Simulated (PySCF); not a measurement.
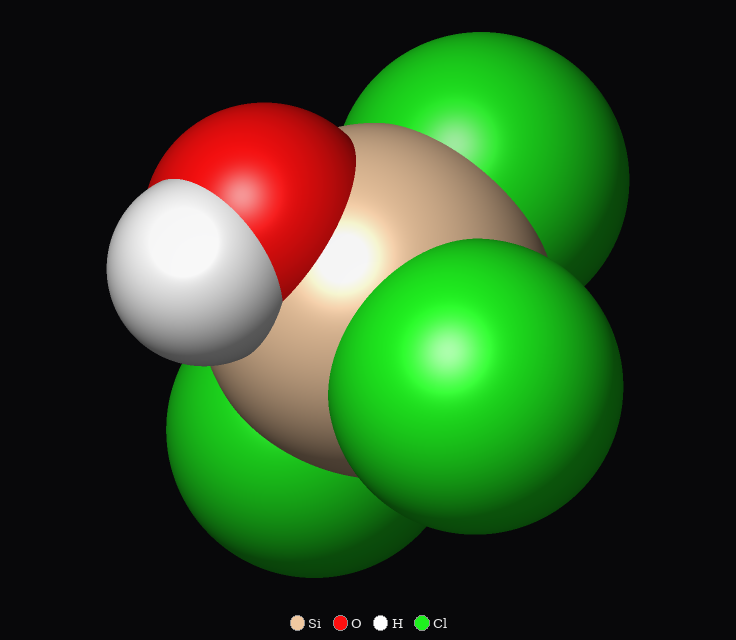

Computed geometry: PBE0-D3(BJ)/def2-SVP optimisation. No frequency run is at hand to confirm it as a minimum.

Give the structural formula.

SMILES: O[Si](Cl)(Cl)Cl

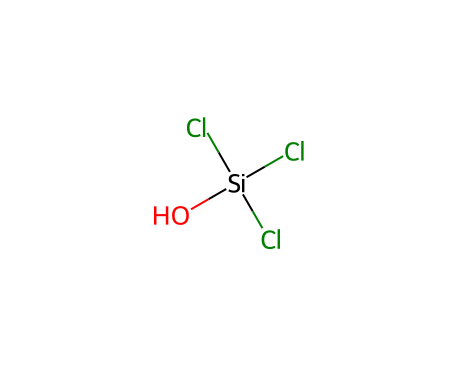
